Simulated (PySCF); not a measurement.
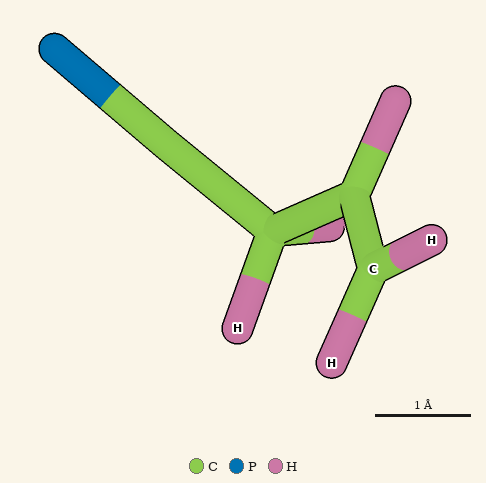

The structure as given in the input (stick view, seen at a tilt). Bond lengths as drawn: C–C 1.32 to 1.50 Å, C–H 1.08 to 1.10 Å and C–P 1.55 Å.

## NMR shielding calculation, with input and output: C₄H₅P

The run: NMR shielding calculation of C₄H₅P, SMILES C=CCC#P. Method and program: GIAO PBE0/pcSseg-1 NMR shielding, non-relativistic, gas phase (PySCF 2.14.0).

The geometry comes from this level: GFN2-xTB. It belongs to a series of runs on one base structure; here: CH2CF3 replaced by allyl. Figures and captions count atoms from 1; the log counts them from 0 in places.

Log:
```
coarse grid: 9072 points
cycle   1  E = -496.2905340078  dE =  5.320e-01  |g| = 3.293e-01  |ddm| = 2.954e+00
cycle   2  E = -496.2586837206  dE =  3.185e-02  |g| = 4.550e-01  |ddm| = 6.532e-01
cycle   3  E = -496.3050314319  dE = -4.635e-02  |g| = 2.293e-01  |ddm| = 5.336e-01
cycle   4  E = -496.3200856925  dE = -1.505e-02  |g| = 2.785e-02  |ddm| = 1.929e-01
cycle   5  E = -496.3202265025  dE = -1.408e-04  |g| = 1.559e-02  |ddm| = 3.359e-02
cycle   6  E = -496.3202858814  dE = -5.938e-05  |g| = 4.139e-03  |ddm| = 1.444e-02
cycle   7  E = -496.3202901450  dE = -4.264e-06  |g| = 8.987e-04  |ddm| = 4.110e-03
final grid: 83624 points
cycle   8  E = -496.3516897240  dE = -1.248e-05  |g| = 8.190e-03  |ddm| = 2.128e-02
cycle   9  E = -496.3516115342  dE =  7.819e-05  |g| = 1.816e-02  |ddm| = 2.070e-02
cycle  10  E = -496.3517048470  dE = -9.331e-05  |g| = 3.706e-03  |ddm| = 1.679e-02
cycle  11  E = -496.3517086382  dE = -3.791e-06  |g| = 1.388e-04  |ddm| = 2.953e-03
cycle  12  E = -496.3517086430  dE = -4.812e-09  |g| = 7.216e-05  |ddm| = 2.514e-04
cycle  13  E = -496.3517086440  dE = -1.024e-09  |g| = 3.493e-05  |ddm| = 7.143e-05
cycle  14  E = -496.3517086443  dE = -3.313e-10  |g| = 4.827e-06  |ddm| = 3.337e-05
```

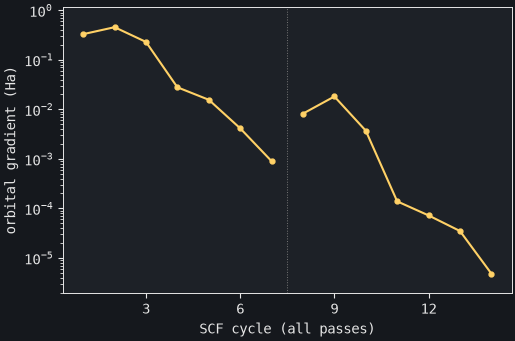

Convergence of the self-consistent field: orbital gradient against the SCF cycle. The dotted line marks the change from a coarse to the final integration grid. The first 7 cycles use a coarse grid, the final grid takes over at cycle 8, and the field converges after 14 cycles in all.

```
converged SCF energy = -496.3517086443

GIAO shielding tensors (ppm)
atom      isotropic    diamagn.    paramagn.     s11        s22        s33       span
  0 C       62.972     254.337    -191.365    -47.420     78.929    157.405    204.825
  1 C       44.432     256.512    -212.080    -76.783     56.984    153.096    229.878
  2 C      147.435     246.501     -99.066    128.606    145.734    167.966     39.360
  3 C        3.390     265.740    -262.350   -151.194   -149.430    310.794    461.988
  4 P      331.309     970.618    -639.308     60.179     90.055    843.694    783.516
  5 H       26.322      31.237      -4.915     23.009     25.730     30.227      7.218
  6 H       26.318      29.718      -3.400     23.618     25.395     29.942      6.324
  7 H       25.532      31.587      -6.054     22.801     25.339     28.457      5.656
  8 H       28.212      27.814       0.398     24.125     27.667     32.845      8.720
  9 H       28.471      29.427      -0.956     24.782     28.039     32.593      7.812
```

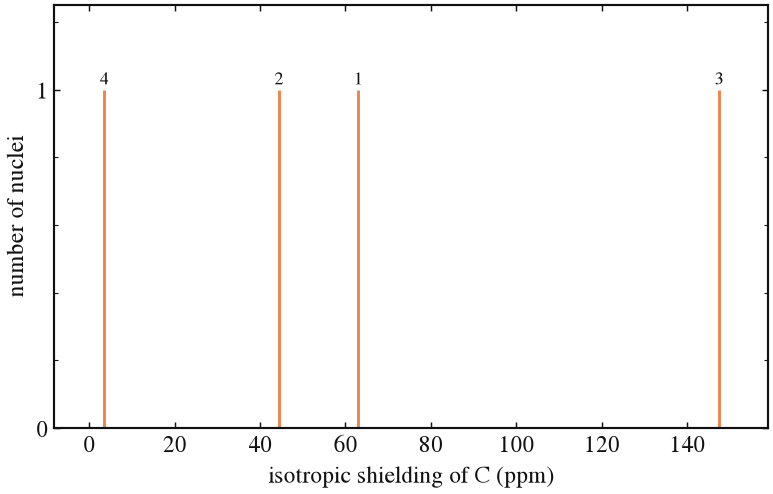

Isotropic shieldings of the carbon nuclei in this fixed geometry, labelled by atom number; shielding grows to the right, so chemical shift grows to the left. The least shielded is C4 (3.4 ppm), the most shielded C3 (147.4 ppm).

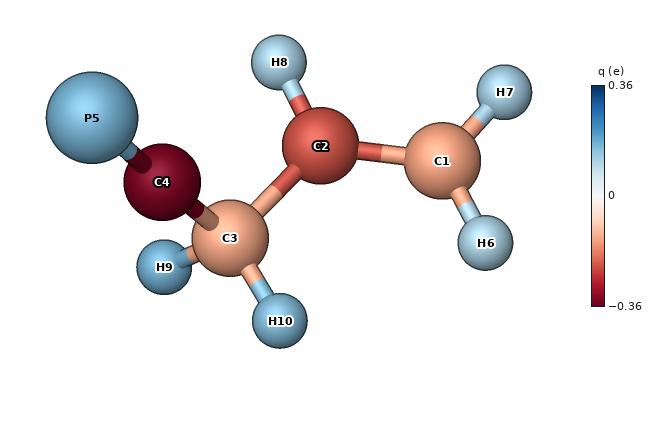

Mulliken charges, as the colour of each atom (ball-and-stick view, seen at a tilt; atoms are numbered from 1 in the order of the input). By element: C −0.34 to −0.14, P +0.17 and H +0.11 to +0.17 e.

The run was set up as follows.

Input file:
```
{"job": {"kind": "nmr", "xc": "PBE0", "basis": "pcSseg-1"}, "charge": 0, "multiplicity": 1}
C     -1.546097     0.494603    -0.426580
C     -0.593329     0.102974     0.396608
C      0.607669    -0.695069    -0.028118
C      1.813610     0.066136     0.210319
P      3.075822     0.925707     0.486208
H     -1.529039     0.247910    -1.476017
H     -2.388740     1.072524    -0.087460
H     -0.619212     0.368319     1.445106
H      0.653114    -1.627967     0.548012
H      0.535085    -0.950483    -1.090605
```

The first line tells a small driver script what to run in PySCF; the rest is the geometry in Å.

Launched with:
```bash
OMP_NUM_THREADS=1 python <driver script> task.json out
```

Results in brief:

| quantity | value |
| --- | --- |
| outcome | converged |
| total energy | −496.351709 hartree |
| HOMO | −7.46 eV |
| LUMO | −1.13 eV |
| dipole moment | 1.48 D |
| isotropic shielding, C | 3.4 to 147.4 ppm |
| isotropic shielding, P | 331.3 ppm |
| isotropic shielding, H | 25.5 to 28.5 ppm |
| hardware | 1 CPU thread, shared host |
| wall time | 13 s |
| peak memory | 0.51 GiB |
